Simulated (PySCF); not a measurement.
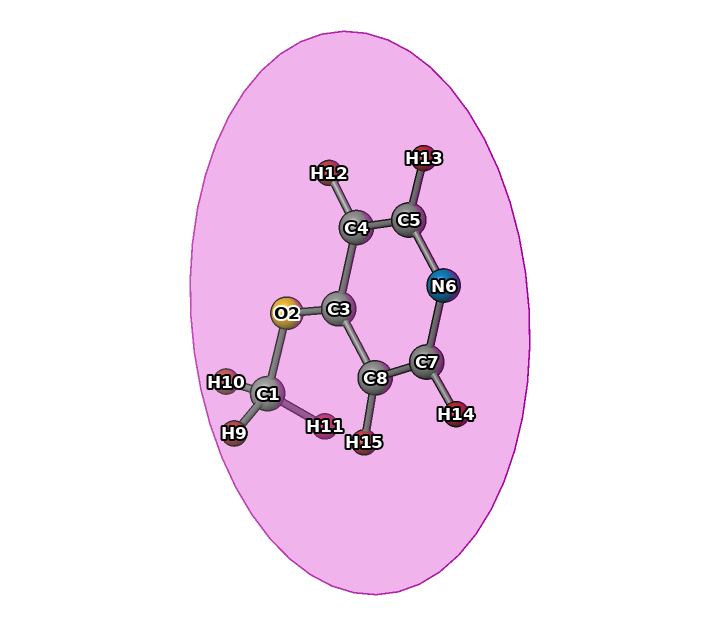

A disc through the centre of mass is drawn in. Distant atoms are faded towards the background colour. Computed geometry: GFN2-xTB optimisation. No frequency run is at hand to confirm it as a minimum.

### Is the plane of the disc a mirror plane of the structure?

Yes. The reflection leaves C1, O2, C3, C4, C5, N6, C7, C8, H10, H12, H13, H14, H15 in place and moves H9 ↔ H11. The point group is Cs.
